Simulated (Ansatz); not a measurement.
# wB97M-V/6-31G(d) (spherical functions) run of GeN2H4F2 (SMILES [NH2][Ge]([NH2])([F])[F])

What is the energy change on altering one bond length of GeN2H4F2 at wB97M-V/6-31G* (spherical functions)? 

The calculation is run with Ansatz 0.2.0.

47 further runs of the same task are left out: 47 set aside as unsound or not needed. Runs told in other sessions of the task aren't counted.

### Step 1. The system as given

GeN2H4F2 has 9 atoms, charge 0, and is taken as a singlet. As SMILES, `[NH2][Ge]([NH2])([F])[F]`. The shape is that of a PBE0-D4/def2-TZVP optimisation. This is one conformer, not always the lowest.

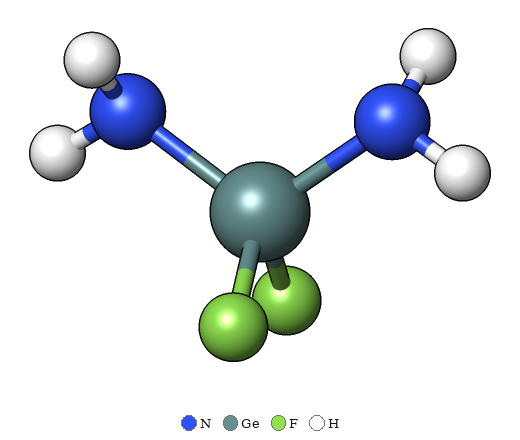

Viewed from a chosen angle; nitrogen blue, germanium teal, fluorine green, hydrogen white.

### Step 2. A single-point energy at wB97M-V/6-31G(d) (spherical functions)

Contents of in.yaml:

```yaml
crystal:
  periodic: [false, false, false]
  atoms:
    - symbol: "N"
      position_ang: [-0.357200, 1.470600, -0.432900]
    - symbol: Ge
      position_ang: [0.131100, -0.254300, -0.371100]
    - symbol: N
      position_ang: [0.088800, -0.889600, 1.305800]
    - symbol: F
      position_ang: [-0.830100, -1.356500, -1.291000]
    - symbol: F
      position_ang: [1.658800, -0.315400, -1.175700]
    - symbol: H
      position_ang: [-1.289100, 1.676100, -0.105200]
    - symbol: H
      position_ang: [-0.173100, 1.942600, -1.305600]
    - symbol: H
      position_ang: [0.163500, -1.892200, 1.392000]
    - symbol: H
      position_ang: [0.695700, -0.427900, 1.966600]
basis:
  gaussian: {orbitals: 6-31G_st_-spherical.json}
hamiltonian: {xc: {name: wB97M-V}}
accuracy: high
output: {orbitals: {seedname: orbitals}}
```

The basis set 6-31G* is read from a file made from the Basis Set Exchange's data (not shown).

The run is started by

```sh
$ ansatz run in.yaml --threads 1 --pin off --max-ram 2610MiB --events-out events.jsonl --progress --plain --runs-dir runs
```

The program printed:

```text
Warning: RAYON_NUM_THREADS=1 ignored (pool sized by the plan → 1); use --threads N
Functional definition: wB97M-V
  name "wB97M-V"
  parameter omega = 0.3/bohr
  parameter cx = 0.15
  parameter cx01 = 1.007
  parameter cx10 = 0.259
  parameter css00 = 0.443
  parameter css04 = -1.437
  parameter css10 = -4.535
  parameter css20 = -3.390
  parameter css43 = 4.278
  parameter cos00 = 1.000
  parameter cos10 = 1.358
  parameter cos20 = 2.924
  parameter cos21 = -8.812
  parameter cos60 = -1.390
  parameter cos61 = 9.142
  parameter b = 6.0
  parameter c = 0.01
  gx(w, u) = 1 - cx + cx01*u + cx10*w
  gss(w, u) = css00 + css04*u^4 + css10*w + css20*w^2 + css43*w^4*u^3
  gos(w, u) = cos00 + cos10*w + (cos20 + cos21*u)*w^2 + (cos60 + cos61*u)*w^6
  exchange = spin_sum(e_x_unif_sr(omega)*gx(b97_w, b97_u_x)) + cx*exact_x_sr(omega) + exact_x_lr(omega)
  correlation = spin_sum(e_c_pw_mod_same_spin*gss(b97_w, b97_u_same))
      + integral(e_c_pw_mod_opposite_spin*gos(b97_w_opposite, b97_u_opposite)) + vv10(b, c)
2159 factors; integrals over basis functions are off by at most 4.3e-9 eV
367 factors; integrals over basis functions are off by at most 1.4e-9 eV
mean field evaluation 1: about -64979.0003 eV, gradient 6.4e1 eV
mean field evaluation 2: about -64979.9873 eV, gradient 6.3e1 eV
mean field evaluation 4: about -64986.2623 eV, gradient 1.6e0 eV
mean field evaluation 8: about -64986.3916 eV, gradient 1.2e-1 eV
mean field evaluation 16: about -64986.3917 eV, gradient 6.8e-5 eV
mean field -64986.39166707 eV, -2388.2058444065 hartree, gradient 5.5e-8 eV, S^2 0.000000; 0 other end points of the search recorded, 0 dependent functions left out
reference -64986.39167249 eV, -2388.2058446055 hartree; 34, 34 occupied and 62, 62 virtual orbitals, 2159 factors
Total energy: -64986.39167249 eV, -2388.2058446055 hartree
```

Run time: 1.9 min. Hardware: 1 thread of Arm Neoverse V1, shared host; peak memory 0.71 GiB.

### Step 3. The distorted shape

Contents of run.yaml:

```yaml
basis:
  gaussian: {orbitals: 6-31G_st_-spherical.json}
crystal:
  periodic: [false, false, false]
  atoms:
    - symbol: N
      position_ang: [0.108768, 1.367846, -0.596756]
    - symbol: Ge
      position_ang: [0.597068, -0.357054, -0.534956]
    - symbol: "N"
      position_ang: [0.554768, -0.992354, 1.141944]
    - symbol: F
      position_ang: [-0.364132, -1.459254, -1.454856]
    - symbol: F
      position_ang: [2.124768, -0.418154, -1.339556]
    - symbol: H
      position_ang: [-1.289100, 1.676100, -0.105200]
    - symbol: H
      position_ang: [0.292868, 1.839846, -1.469456]
    - symbol: H
      position_ang: [0.629468, -1.994954, 1.228144]
    - symbol: H
      position_ang: [1.161668, -0.530654, 1.802744]
hamiltonian: {xc: {name: wB97M-V}}
accuracy: high
output: {orbitals: {seedname: orbitals}}
```

The basis set 6-31G* is read from a file made from the Basis Set Exchange's data (not shown).

The run is started by

```sh
$ ansatz run run.yaml --threads 1 --pin off --max-ram 2610MiB --events-out events.jsonl --progress --plain --runs-dir runs
```

The program printed (excerpt; [...] marks lines left out):

```text
Warning: RAYON_NUM_THREADS=1 ignored (pool sized by the plan → 1); use --threads N
[... 2 set-up lines as earlier in the session ...]
[...]
  gx(w, u) = 1 - cx + cx01*u + cx10*w
  gss(w, u) = css00 + css04*u^4 + css10*w + css20*w^2 + css43*w^4*u^3
  gos(w, u) = cos00 + cos10*w + (cos20 + cos21*u)*w^2 + (cos60 + cos61*u)*w^6
[...]
      + integral(e_c_pw_mod_opposite_spin*gos(b97_w_opposite, b97_u_opposite)) + vv10(b, c)
2160 factors; integrals over basis functions are off by at most 4.3e-9 eV
373 factors; integrals over basis functions are off by at most 1.3e-9 eV
[...]
mean field -64984.06724019 eV, -2388.1204232941 hartree, gradient 6.0e-8 eV, S^2 0.000000; 0 other end points of the search recorded, 0 dependent functions left out
reference -64984.06724558 eV, -2388.1204234922 hartree; 34, 34 occupied and 62, 62 virtual orbitals, 2160 factors
Total energy: -64984.06724558 eV, -2388.1204234922 hartree
```

Run time: 2 min. Hardware: 1 thread of Arm Neoverse V1, shared host; peak memory 0.71 GiB.

### Step 4. What came out

At wB97M-V/6-31G* (spherical functions):

```
                                                         quantity           value
                                        first shape: total energy  -2388.20584 Eh
                                         first shape: HOMO energy       -10.36 eV
                                         first shape: LUMO energy         2.33 eV
                                       first shape: HOMO–LUMO gap        12.69 eV
                                    distorted shape: total energy  -2388.12042 Eh
                                     distorted shape: HOMO energy       -10.22 eV
                                     distorted shape: LUMO energy         0.59 eV
                                   distorted shape: HOMO–LUMO gap        10.81 eV
energy change with the N1–H6 bond stretched from 1.009 to 1.514 Å        2.324 eV
```

In words: With the N1–H6 bond stretched from 1.009 to 1.514 Å the energy rises by 2.32 eV (54 kcal/mol). The first shape isn't relaxed at this level, so the change isn't measured from a minimum.
